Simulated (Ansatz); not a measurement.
The starting structures come from a database of crystals and need not be the phases stable at ambient conditions.

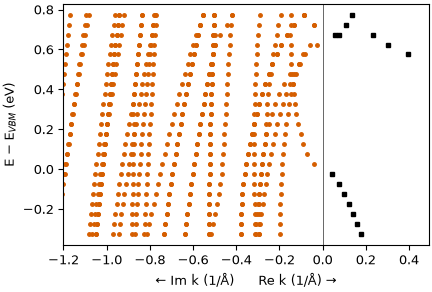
Figure: Complex bands at the centre of the two-dimensional zone; PBEsol (Ansatz, an electronic-structure program)

No gap correction and no spin-orbit coupling; mid-gap is the computed energy nearest the middle.

### Question
This is Ca5P3H (P6_3/mcm, 18 atoms a cell, 20.5 Å³ an atom) along the normal of (100). Read off the slowest decay at the centre of the two-dimensional zone at 0.28 eV, the computed energy nearest the middle of the gap.

### Answer
κ ≈ 0.12 1/Å, a decay length 1/(2κ) of the density of 4.1 Å.
